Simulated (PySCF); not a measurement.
# C4H8BF: geometry, spin-spin couplings

Wanted: the spin-spin couplings of C4H8BF (`C=C(C)B(C)F`), by calculation.

The runs use PySCF 2.14.0, with density-fitted response routines of our own; the level of theory stands in each step. All values are computed, except where a source is named. Atoms are numbered from 0 throughout.

## 1. Starting geometry

14 atoms, charge 0, multiplicity 1; geometry from: GFN2-xTB. The atoms were then displaced at random by about 0.01 Å, so the start is not that level's minimum.

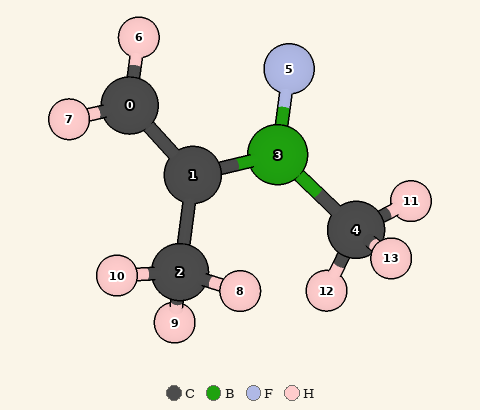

As it starts; carbon dark grey, boron green, fluorine light blue, hydrogen pink, atoms numbered.

## 2. Relaxing the molecule at PBE0-D3(BJ)/def2-SVP

The job: settings as JSON, then the geometry in Å.

```
{"job": {"xc": "PBE0", "basis": "def2-SVP", "d3": "d3bj", "grid": 1, "shake": 0.01, "kind": "geom"}, "charge": 0, "multiplicity": 1}
C      1.676800    -1.264130    -0.153370
C      0.685320    -0.321260    -0.175480
C      1.012570     1.131800    -0.381250
B     -0.773740    -0.730670     0.010630
C     -2.019580     0.276500     0.003030
F     -1.075740    -2.019910     0.180300
H      1.439880    -2.283990    -0.015400
H      2.714540    -0.983210    -0.289430
H      0.692660     1.724350     0.500310
H      0.524310     1.517360    -1.245980
H      2.095600     1.271630    -0.483060
H     -2.966700    -0.211550     0.168540
H     -2.094370     0.843490    -0.934170
H     -1.918710     1.034520     0.802600
```

Command:

```
OMP_NUM_THREADS=1 python probes_run.py task.json out
```

This one command runs all jobs of the session in turn.

The program printed:

```text
step   0  E = -281.45812522  max force = 0.041924
step   1  E = -281.46187110  max force = 0.010291
step   2  E = -281.46287352  max force = 0.002910
step   3  E = -281.46299217  max force = 0.001486
step   4  E = -281.46306038  max force = 0.001135
step   5  E = -281.46309570  max force = 0.000866
step   6  E = -281.46313244  max force = 0.000788
step   7  E = -281.46316884  max force = 0.000780
step   8  E = -281.46318202  max force = 0.000428
optimisation converged
```

Wall time 49 s (1 thread of Arm Neoverse V2, shared host); peak memory 0.49 GiB.

The steps of the relaxation:

| step | energy from step 0 (eV) | largest force component (eV/Å) |
| --- | --- | --- |
| 0 | 0.0000 | 2.1558 |
| 1 | -0.1019 | 0.5292 |
| 2 | -0.1292 | 0.1496 |
| 3 | -0.1324 | 0.0764 |
| 4 | -0.1343 | 0.0584 |
| 5 | -0.1353 | 0.0445 |
| 6 | -0.1363 | 0.0405 |
| 7 | -0.1372 | 0.0401 |
| 8 | -0.1376 | 0.0220 |

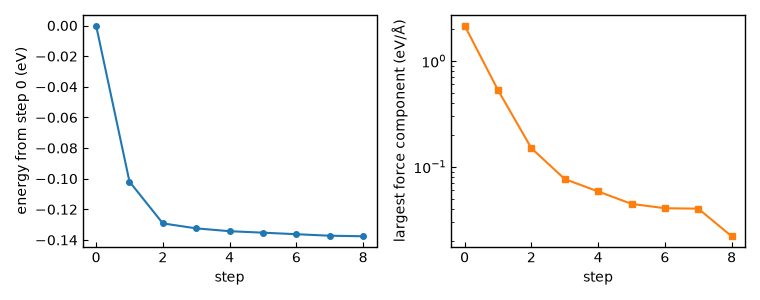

Energy and force, step by step.

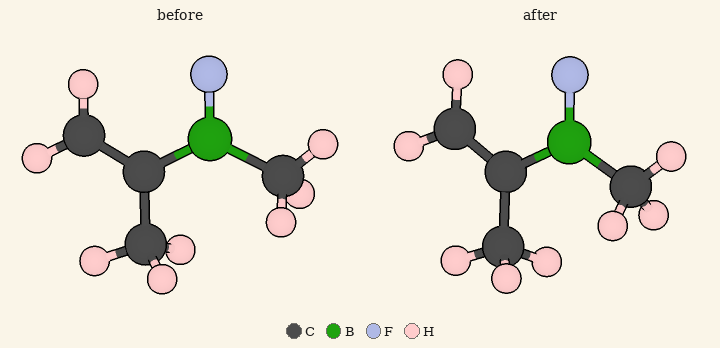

The geometry before (left) and after (right).

Close pairs (by a distance rule), those that changed most:

| bond | before (Å) | after (Å) | change (Å) |
| --- | --- | --- | --- |
| C1–B3 | 1.527 | 1.569 | +0.042 |
| C0–H6 | 1.056 | 1.094 | +0.038 |
| C2–H9 | 1.065 | 1.103 | +0.038 |
| B3–C4 | 1.602 | 1.566 | -0.036 |
| C0–C1 | 1.368 | 1.344 | -0.024 |
| C4–H11 | 1.078 | 1.099 | +0.021 |
| C0–H7 | 1.084 | 1.097 | +0.013 |
| C2–H8 | 1.109 | 1.103 | -0.007 |

The final coordinates are the input of the step that follows.

| at the end point | value |
| --- | --- |
| rotational constants (GHz, main isotopes) | 4.569, 2.999, 1.852 |
| dipole moment (D) | 1.44 |

## 3. J couplings: B3LYP/cc-pVTZ

The job: settings as JSON, then the geometry in Å.

```
{"job": {"kind": "j", "xc": "B3LYP", "basis": "cc-pVTZ"}, "charge": 0, "multiplicity": 1}
C      1.492289    -1.293099    -0.745979
C      0.636326    -0.316223    -0.399601
C      1.030567     1.133475    -0.430932
B     -0.807217    -0.722443     0.061251
C     -1.888075     0.302323     0.546033
F     -1.119677    -2.022587     0.042431
H      1.186642    -2.343265    -0.716106
H      2.519657    -1.084275    -1.068517
H      0.929798     1.597357     0.564352
H      0.377003     1.711387    -1.105869
H      2.069334     1.274116    -0.766020
H     -2.849038    -0.167601     0.797871
H     -2.060593     1.074190    -0.223398
H     -1.519945     0.847546     1.432390
```

With the program's defaults for keys left out, this is: B3LYP/cc-pVTZ indirect spin-spin coupling, non-relativistic, gas phase.

The program printed:

```text
coarse grid: 11480 points
cycle   1  E = -282.0206229183  dE =  3.828e-01  |g| = 6.609e-01  |ddm| = 7.913e+00
cycle   2  E = -281.9599331210  dE =  6.069e-02  |g| = 9.224e-01  |ddm| = 2.398e+00
cycle   3  E = -282.1089684449  dE = -1.490e-01  |g| = 1.109e-01  |ddm| = 1.343e+00
cycle   4  E = -282.1110550962  dE = -2.087e-03  |g| = 3.234e-02  |ddm| = 1.957e-01
cycle   5  E = -282.1112609873  dE = -2.059e-04  |g| = 4.130e-03  |ddm| = 4.822e-02
cycle   6  E = -282.1112649066  dE = -3.919e-06  |g| = 1.270e-03  |ddm| = 8.373e-03
final grid: 110624 points
cycle   7  E = -282.1056424699  dE = -1.075e-04  |g| = 6.968e-03  |ddm| = 1.115e-01
cycle   8  E = -282.1056373561  dE =  5.114e-06  |g| = 8.178e-03  |ddm| = 2.737e-02
cycle   9  E = -282.1056541056  dE = -1.675e-05  |g| = 7.116e-04  |ddm| = 1.457e-02
cycle  10  E = -282.1056541514  dE = -4.577e-08  |g| = 5.494e-04  |ddm| = 1.660e-03
cycle  11  E = -282.1056542245  dE = -7.312e-08  |g| = 9.394e-05  |ddm| = 8.275e-04
cycle  12  E = -282.1056542263  dE = -1.822e-09  |g| = 3.772e-05  |ddm| = 1.570e-04
cycle  13  E = -282.1056542265  dE = -2.120e-10  |g| = 6.044e-06  |ddm| = 4.509e-05
converged SCF energy = -282.1056542265

Indirect spin-spin couplings (Hz)
  i      j    bonds     total        FC       PSO       DSO        SD
  0 C    1 C    1     71.570    81.040    -9.641     0.171         -
  0 C    2 C    2      1.087     1.482    -0.349    -0.046         -
  0 C    3 B    2      1.850     0.734     0.554    -0.001     0.562
  0 C    4 C    3      1.029     0.853     0.243    -0.066         -
  0 C    5 F    3     11.396     6.644     0.051     0.013     4.687
  0 C    6 H    1    153.220   152.348     0.262     0.610         -
  0 C    7 H    1    146.363   145.450     0.342     0.570         -
  0 C    8 H    3      5.065     5.234     0.217    -0.386         -
  0 C    9 H    3      5.058     5.228     0.216    -0.387         -
  0 C   10 H    3      7.658     8.025    -0.381     0.014         -
  0 C   11 H    4      0.927     0.965     0.268    -0.306         -
  0 C   12 H    4      0.162     0.176     0.235    -0.249         -
  1 C    2 C    1     31.300    32.328    -1.230     0.203         -
  1 C    3 B    1     68.894    69.639    -1.426     0.344     0.337
  1 C    4 C    2      9.522     9.541    -0.039     0.021         -
  1 C    5 F    2     18.999    23.116    -3.407    -0.002    -0.707
  1 C    6 H    2      2.387     4.272    -1.509    -0.376         -
  1 C    7 H    2     -2.120    -0.276    -1.410    -0.433         -
  1 C    8 H    2     -3.833    -3.802     0.060    -0.092         -
  1 C    9 H    2     -3.821    -3.787     0.058    -0.092         -
  1 C   10 H    2     -3.845    -3.510    -0.175    -0.160         -
  1 C   11 H    3      3.822     3.901     0.217    -0.296         -
  1 C   12 H    3     -0.356    -0.306    -0.113     0.063         -
  1 C   13 H    3     -0.508    -0.467    -0.094     0.053         -
  2 C    3 B    2      5.824     5.852    -0.028     0.030    -0.029
  2 C    4 C    3     -0.208    -0.201    -0.022     0.016         -
  2 C    5 F    3      3.772     3.364     0.361    -0.273     0.319
  2 C    6 H    3     12.333    12.503     0.314    -0.484         -
  2 C    7 H    3      8.086     8.218    -0.102    -0.029         -
  2 C    8 H    1    116.783   114.707     1.449     0.627         -
  2 C    9 H    1    116.748   114.670     1.453     0.625         -
  2 C   10 H    1    119.076   117.117     1.347     0.612         -
  2 C   11 H    4      0.606     0.633     0.250    -0.277         -
  2 C   12 H    4      0.401     0.361    -0.097     0.138         -
  2 C   13 H    4      0.304     0.272    -0.074     0.106         -
  3 B    4 C    1     58.508    59.762    -1.871     0.263     0.353
  3 B    5 F    1   -193.911  -135.100   -57.788     0.712    -1.735
  3 B    6 H    3      4.436     4.503    -0.096     0.076    -0.048
  3 B    7 H    3      6.700     6.733     0.502    -0.508    -0.026
  3 B    8 H    3      1.599     1.705    -0.221     0.128    -0.013
  3 B    9 H    3      1.574     1.671    -0.208     0.125    -0.013
  3 B   10 H    3      8.042     8.079     0.371    -0.414     0.007
  3 B   11 H    2     -6.536    -6.289    -0.169    -0.135     0.057
  3 B   12 H    2     -2.972    -2.991    -0.158     0.002     0.175
  3 B   13 H    2     -3.240    -3.310    -0.131     0.010     0.191
  4 C    5 F    2     24.248    31.193    -7.180    -0.114     0.350
  4 C    6 H    4      0.241     0.263     0.221    -0.242         -
  4 C    7 H    4      1.288     1.304     0.274    -0.291         -
  4 C    8 H    4      0.294     0.248    -0.088     0.134         -
  4 C    9 H    4      0.285     0.248    -0.081     0.117         -
  4 C   11 H    1    117.077   114.787     1.726     0.563         -
  4 C   12 H    1    107.214   104.641     1.986     0.587         -
  4 C   13 H    1    106.122   103.525     2.010     0.587         -
  5 F    6 H    4      2.016     2.062    -1.243     1.185     0.012
  5 F    7 H    4      0.841     0.364     1.628    -1.310     0.158
  5 F    8 H    4     -1.758    -0.756    -0.007    -0.944    -0.053
  5 F    9 H    4     -1.663    -0.698     0.020    -0.920    -0.065
  5 F   10 H    4      3.399     4.034     0.590    -1.215    -0.009
  5 F   11 H    3      9.046    11.977    -2.665    -0.001    -0.265
  5 F   12 H    3     11.513    12.851    -0.201    -1.370     0.233
  5 F   13 H    3      9.058    10.090    -0.073    -1.301     0.342
  6 H    7 H    2      4.662     4.873     3.000    -3.211         -
  6 H    8 H    4     -2.540    -2.250     1.358    -1.649         -
  6 H    9 H    4     -2.509    -2.218     1.358    -1.650         -
  6 H   10 H    4     -0.371    -0.003     1.254    -1.622         -
  6 H   12 H    5     -0.473    -0.312     0.845    -1.007         -
  6 H   13 H    5     -0.506    -0.351     0.799    -0.953         -
  7 H    8 H    4     -2.787    -2.599     0.980    -1.167         -
  7 H    9 H    4     -2.779    -2.591     0.986    -1.174         -
  7 H   11 H    5      0.551     0.748     1.029    -1.226         -
  7 H   12 H    5     -0.460    -0.304     0.816    -0.972         -
  7 H   13 H    5     -0.528    -0.373     0.801    -0.956         -
  8 H    9 H    2    -16.417   -16.438     2.292    -2.272         -
  8 H   10 H    2    -11.274   -11.233     2.431    -2.472         -
  8 H   12 H    5     -0.182    -0.249    -0.292     0.359         -
  9 H   10 H    2    -11.323   -11.284     2.428    -2.467         -
  9 H   13 H    5     -0.278    -0.308    -0.069     0.099         -
 11 H   12 H    2    -10.903   -10.952     2.643    -2.594         -
 11 H   13 H    2    -11.508   -11.563     2.633    -2.578         -
 12 H   13 H    2    -17.105   -17.261     2.407    -2.251         -
```

Run time: 74 s. Hardware: 1 thread of Arm Neoverse V2, shared host; peak memory 0.98 GiB.

The basis is not made for couplings: without tight functions at the nuclei these values are rough.

A choice of the couplings up to four bonds, sorted by the number of bonds, with means over like pairs; isotopes 11B, 13C, 19F, 1H:

| pair | bonds | J (Hz) | Fermi contact (Hz) | dihedral (°) |
| --- | --- | --- | --- | --- |
| B3–F5 | 1 | -193.9 | -135.1 | – |
| C0–H6 | 1 | 153.2 | 152.3 | – |
| C0–H7 | 1 | 146.4 | 145.4 | – |
| C2–H8 | 1 | 117.5 | 115.5 | – |
| C4–H11 | 1 | 110.1 | 107.7 | – |
| C0–C1 | 1 | 71.6 | 81.0 | – |
| C1–B3 | 1 | 68.9 | 69.6 | – |
| B3–C4 | 1 | 58.5 | 59.8 | – |
| C1–C2 | 1 | 31.3 | 32.3 | – |
| C4–F5 | 2 | 24.2 | 31.2 | – |
| C1–F5 | 2 | 19.0 | 23.1 | – |
| H11–H12 | 2 | -13.2 | -13.3 | – |
| H8–H9 | 2 | -13.0 | -13.0 | – |
| C1–C4 | 2 | 9.5 | 9.5 | – |
| C2–B3 | 2 | 5.8 | 5.9 | – |
| H6–H7 | 2 | 4.7 | 4.9 | – |
| B3–H11 | 2 | -4.2 | -4.2 | – |
| C1–H8 | 2 | -3.8 | -3.7 | – |
| C2–H6 | 3 | 12.3 | 12.5 | 180 |
| C0–F5 | 3 | 11.4 | 6.6 | -2 |
| F5–H11 | 3 | 9.9 | 11.6 | – |
| C2–H7 | 3 | 8.1 | 8.2 | 0 |
| B3–H7 | 3 | 6.7 | 6.7 | -179 |
| C0–H8 | 3 | 5.9 | 6.2 | – |
| B3–H6 | 3 | 4.4 | 4.5 | 1 |
| C2–F5 | 3 | 3.8 | 3.4 | 178 |
| B3–H8 | 3 | 3.7 | 3.8 | – |
| F5–H6 | 4 | 2.0 | 2.1 | – |
| H7–H8 | 4 | -1.9 | -1.7 | – |
| H6–H8 | 4 | -1.8 | -1.5 | – |
| C4–H7 | 4 | 1.3 | 1.3 | – |

Means hide unlike values in this fixed geometry: B3–H8 from 1.6 to 8.0 Hz. They hold only if the pairs exchange fast.

The spin-dipole term was solved for some atoms only; pairs without it lack that part.

Quadrupole couplings from the field gradients of the same density:

| atom | isotope | eQq/h (MHz) | η |
| --- | --- | --- | --- |
| B3 | 11B | 4.377 | 0.61 |

## 4. J couplings: B3LYP/6-31G*

Same as in step 3 but for these lines:

```diff
@@ -1,2 +1,2 @@
-{"job": {"kind": "j", "xc": "B3LYP", "basis": "cc-pVTZ"}, "charge": 0, "multiplicity": 1}
+{"job": {"kind": "j", "xc": "B3LYP", "basis": "6-31G*"}, "charge": 0, "multiplicity": 1}
 C      1.492289    -1.293099    -0.745979
```

With the program's defaults for keys left out, this is: B3LYP/6-31G* indirect spin-spin coupling, non-relativistic, gas phase.

The program printed:

```text
coarse grid: 11480 points
cycle   1  E = -281.9342207989  dE =  3.985e-01  |g| = 6.458e-01  |ddm| = 3.300e+00
cycle   2  E = -281.8859037991  dE =  4.832e-02  |g| = 8.540e-01  |ddm| = 1.390e+00
cycle   3  E = -282.0229249831  dE = -1.370e-01  |g| = 1.077e-01  |ddm| = 8.227e-01
cycle   4  E = -282.0252202708  dE = -2.295e-03  |g| = 2.067e-02  |ddm| = 1.077e-01
cycle   5  E = -282.0253123424  dE = -9.207e-05  |g| = 4.485e-03  |ddm| = 2.168e-02
cycle   6  E = -282.0253169403  dE = -4.598e-06  |g| = 1.670e-03  |ddm| = 5.920e-03
final grid: 110624 points
cycle   7  E = -281.9874636150  dE = -2.318e-05  |g| = 6.946e-03  |ddm| = 1.854e-02
cycle   8  E = -281.9874548464  dE =  8.769e-06  |g| = 9.056e-03  |ddm| = 1.471e-02
cycle   9  E = -281.9874758387  dE = -2.099e-05  |g| = 1.696e-03  |ddm| = 9.000e-03
cycle  10  E = -281.9874765905  dE = -7.518e-07  |g| = 1.176e-04  |ddm| = 1.448e-03
cycle  11  E = -281.9874765936  dE = -3.107e-09  |g| = 4.944e-05  |ddm| = 1.495e-04
cycle  12  E = -281.9874765941  dE = -4.683e-10  |g| = 2.106e-05  |ddm| = 5.856e-05
converged SCF energy = -281.9874765941

Indirect spin-spin couplings (Hz)
  i      j    bonds     total        FC       PSO       DSO        SD
  0 C    1 C    1     75.257    83.608    -8.523     0.172         -
  0 C    2 C    2     -1.682    -1.364    -0.271    -0.047         -
  0 C    3 B    2     -0.188    -1.066     0.419    -0.002     0.460
  0 C    4 C    3      1.080     0.951     0.196    -0.067         -
  0 C    5 F    3     12.395     8.379    -0.199     0.019     4.197
  0 C    6 H    1    171.449   170.921    -0.168     0.696         -
  0 C    7 H    1    162.190   161.641    -0.108     0.658         -
  0 C    8 H    3      9.420     9.665     0.138    -0.383         -
  0 C    9 H    3      9.406     9.653     0.138    -0.385         -
  0 C   10 H    3      6.659     7.002    -0.360     0.016         -
  0 C   11 H    4      0.743     0.845     0.204    -0.305         -
  0 C   12 H    4      0.730     0.793     0.186    -0.248         -
  0 C   13 H    4      0.776     0.839     0.175    -0.238         -
  1 C    2 C    1     51.313    52.085    -0.978     0.206         -
  1 C    3 B    1     84.288    84.870    -1.193     0.345     0.266
  1 C    4 C    2     10.491    10.498    -0.027     0.021         -
  1 C    5 F    2     19.632    22.959    -2.649     0.014    -0.691
  1 C    6 H    2     -1.189     0.659    -1.483    -0.364         -
  1 C    7 H    2     -5.110    -3.279    -1.412    -0.419         -
  1 C    8 H    2     -6.825    -6.746    -0.002    -0.076         -
  1 C    9 H    2     -6.804    -6.724    -0.004    -0.076         -
  1 C   10 H    2     -4.167    -3.831    -0.191    -0.145         -
  1 C   11 H    3      3.308     3.445     0.156    -0.292         -
  1 C   12 H    3     -0.831    -0.783    -0.115     0.067         -
  1 C   13 H    3     -0.965    -0.924    -0.099     0.058         -
  2 C    3 B    2      5.281     5.282    -0.002     0.030    -0.029
  2 C    4 C    3     -0.298    -0.310    -0.003     0.015         -
  2 C    5 F    3      5.306     4.991     0.274    -0.265     0.306
  2 C    6 H    3     11.200    11.452     0.228    -0.479         -
  2 C    7 H    3      7.445     7.561    -0.091    -0.025         -
  2 C    8 H    1    142.325   140.613     1.023     0.690         -
  2 C    9 H    1    142.263   140.549     1.026     0.688         -
  2 C   10 H    1    142.827   141.199     0.951     0.677         -
  2 C   11 H    4      0.408     0.491     0.191    -0.274         -
  2 C   12 H    4      0.451     0.379    -0.067     0.139         -
  2 C   13 H    4      0.373     0.316    -0.051     0.108         -
  3 B    4 C    1     75.441    76.317    -1.477     0.263     0.338
  3 B    5 F    1    -73.097   -22.988   -48.888     0.838    -2.060
  3 B    6 H    3      4.036     4.120    -0.119     0.081    -0.046
  3 B    7 H    3      6.499     6.653     0.368    -0.502    -0.020
  3 B    8 H    3      1.245     1.310    -0.188     0.133    -0.010
  3 B    9 H    3      1.197     1.255    -0.177     0.130    -0.010
  3 B   10 H    3      8.119     8.253     0.270    -0.408     0.005
  3 B   11 H    2     -6.331    -6.057    -0.200    -0.123     0.048
  3 B   12 H    2     -1.442    -1.388    -0.200     0.016     0.130
  3 B   13 H    2     -1.539    -1.525    -0.178     0.025     0.140
  4 C    5 F    2     21.944    27.694    -6.043    -0.099     0.392
  4 C    6 H    4      0.182     0.240     0.184    -0.242         -
  4 C    7 H    4      1.217     1.290     0.216    -0.289         -
  4 C    8 H    4      0.341     0.264    -0.057     0.135         -
  4 C    9 H    4      0.334     0.269    -0.054     0.118         -
  4 C   10 H    4     -0.202    -0.116     0.192    -0.278         -
  4 C   11 H    1    141.290   139.417     1.239     0.634         -
  4 C   12 H    1    132.498   130.386     1.457     0.656         -
  4 C   13 H    1    131.768   129.636     1.477     0.656         -
  5 F    6 H    4      0.228     0.245    -1.123     1.182    -0.077
  5 F    7 H    4     -0.882    -0.705     1.139    -1.280    -0.037
  5 F    8 H    4     -2.656    -1.380    -0.306    -0.909    -0.062
  5 F    9 H    4     -2.548    -1.314    -0.275    -0.885    -0.073
  5 F   10 H    4      3.516     4.467     0.210    -1.187     0.026
  5 F   11 H    3      7.887    10.712    -2.690     0.045    -0.180
  5 F   12 H    3     10.743    12.529    -0.617    -1.310     0.141
  5 F   13 H    3      9.170    10.708    -0.512    -1.242     0.215
  6 H    7 H    2      1.822     3.111     1.785    -3.073         -
  6 H    8 H    4     -3.432    -2.706     0.900    -1.626         -
  6 H    9 H    4     -3.397    -2.671     0.900    -1.627         -
  6 H   10 H    4     -0.897    -0.106     0.804    -1.595         -
  6 H   11 H    5     -0.169     0.204     0.579    -0.952         -
  6 H   12 H    5     -0.785    -0.369     0.579    -0.995         -
  6 H   13 H    5     -0.808    -0.410     0.544    -0.942         -
  7 H    8 H    4     -3.635    -3.082     0.590    -1.142         -
  7 H    9 H    4     -3.625    -3.070     0.594    -1.150         -
  7 H   11 H    5      0.308     0.799     0.722    -1.214         -
  7 H   12 H    5     -0.750    -0.356     0.566    -0.960         -
  7 H   13 H    5     -0.819    -0.427     0.553    -0.945         -
  8 H    9 H    2    -20.754   -19.882     1.274    -2.145         -
  8 H   10 H    2    -15.247   -14.213     1.315    -2.349         -
  8 H   11 H    5     -0.166     0.196     0.554    -0.916         -
  8 H   13 H    5      0.524    -0.104    -1.002     1.630         -
  9 H   10 H    2    -15.292   -14.261     1.313    -2.344         -
  9 H   11 H    5     -0.194     0.161     0.532    -0.886         -
  9 H   12 H    5      0.564    -0.096    -1.040     1.699         -
  9 H   13 H    5     -0.229    -0.219    -0.125     0.115         -
 10 H   11 H    5     -0.290     0.236     0.819    -1.345         -
 10 H   12 H    5     -0.167     0.191     0.555    -0.913         -
 10 H   13 H    5     -0.236     0.124     0.551    -0.911         -
 11 H   12 H    2    -14.900   -13.873     1.445    -2.472         -
 11 H   13 H    2    -15.469   -14.454     1.441    -2.456         -
 12 H   13 H    2    -20.881   -20.080     1.325    -2.126         -
```

It took 11 s on 1 thread of Arm Neoverse V2, shared host; peak memory 0.59 GiB.

This basis has no tight s functions, so the Fermi-contact terms are rough.

In short: J(C0,H6) 171.4 Hz, J(C0,H7) 162.2 Hz, J(C2,H8) 142.5 Hz (means over like pairs).

## 5. Comparing the runs: spin-spin couplings

Couplings (Hz), each a mean over the pairs like the one named, with basis size and wall time:

| run | C0–H6 | C0–H7 | B3–F5 | C2–H8 | C4–H11 | C1–B3 | C0–C1 | functions | time |
| --- | --- | --- | --- | --- | --- | --- | --- | --- | --- |
| B3LYP/cc-pVTZ | 153.2 | 146.4 | -193.9 | 117.5 | 110.1 | 68.9 | 71.6 | 292 | 74 s |
| B3LYP/6-31G* | 171.4 | 162.2 | -73.1 | 142.5 | 135.2 | 84.3 | 75.3 | 100 | 11 s |

## 6. Results

| quantity | value |
| --- | --- |
| rotational constants (main isotopes) | 4.57, 3.00, 1.85 GHz |
| largest coupling of the table (B3LYP/cc-pVTZ) | 1J(B,F) B3–F5, -193.9 Hz |
| range of J(C0,H6), mean over like pairs | 153.2 to 171.4 Hz |

The start of the PBE0/def2-SVP relaxation was shaken at random by about 0.01 Å, so part of the energy gained, and of the first lengths quoted, undoes that. The optimisation took 8 steps and gained 0.138 eV; among the close pairs (by a distance rule), C1–B3 changed most, from 1.527 to 1.569 Å. In the run at B3LYP/cc-pVTZ, the largest coupling of the table is B3–F5, -193.9 Hz, of which the Fermi-contact term gives -135.1 Hz. Couplings across rotatable bonds belong to this one conformer; where others are populated, the observed values are averages. The coupling C0–H6, as a mean over pairs of its kind, runs from 153.2 Hz (B3LYP/cc-pVTZ) to 171.4 Hz (B3LYP/6-31G*). Couplings from bases without tight functions are rough.
